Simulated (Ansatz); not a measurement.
Profile along the As–In line in InAs (zinc blende)

InAs (zinc blende)

Space group F-43m (No. 216); a = b = c = 6.1091 Å, α = β = γ = 90.00°

```csv
atom,site,symmetry,x,y,z
As,4c,-43m,0.2500,0.2500,0.2500
In,4a,-43m,0.0000,0.0000,0.0000
```
(The calculation used a cell of 2 atoms; values per cell refer to that cell.)

Fields along a shortest As–In line of a {110} plane (2.65 Å), from As to In, interpolated on the slice's grid (step about 0.2 Å). The numbers are results of r2SCAN (plane waves to 500 eV, PAW, scalar-relativistic; Ansatz, an electronic-structure program), not measurements. k mesh 9×9×9. Near the nuclei the fields are pseudised (PAW); where an atom keeps semicore shells as valence, they peak there. InAs was relaxed with its symmetry unable to fall.

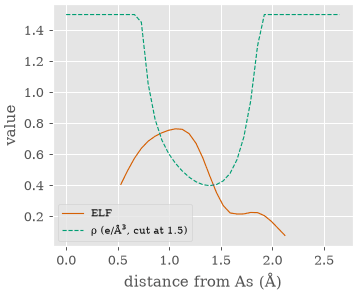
Figure: ELF (away from the nuclei) and valence density from As to In.

Density on the As–In line (2.65 Å) at its density minimum, 1.4 Å from As: 0.40 e/Å³. ELF at that point: 0.5. ELF maximum in the middle third of the As–In line: 0.76, 1.1 Å from As.
